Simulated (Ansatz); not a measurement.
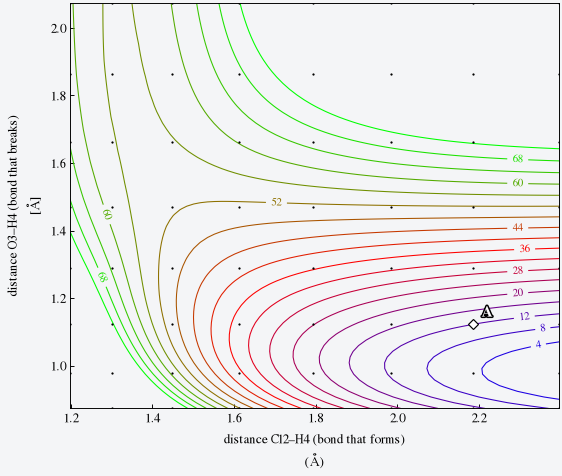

The reacting system Cl3HOSi (fragments Cl₃HOSi where the first distance is long, Cl₂OSi + ClH where the second is long). 
- The first coordinate is: distance Cl2–H4 (bond that forms); the second: distance O3–H4 (bond that breaks).
- Relaxed at each point: all other coordinates.
- Grid: 8 × 8 points.
- Points are written as (first, second).
- All energies are given in kcal/mol relative to the lowest grid point.
- The reference is spin-restricted, so regions where a bond is pulled apart into radicals lie too high.
- Method: RKS B3LYP-D4/def2-SVP (Ansatz 0.2.0).

The picture shows contour lines labelled in kcal/mol (none above 72), dots at the grid points, the point A. Between grid points the surface is interpolated.

Is A at rest? If not, where is it pushed?

A, at (2.187 Å, 1.124 Å), is not a stationary point. The computed force is 20 kcal/mol for each Å towards larger values of the first coordinate and 92 kcal/mol for each Å towards smaller values of the second coordinate.
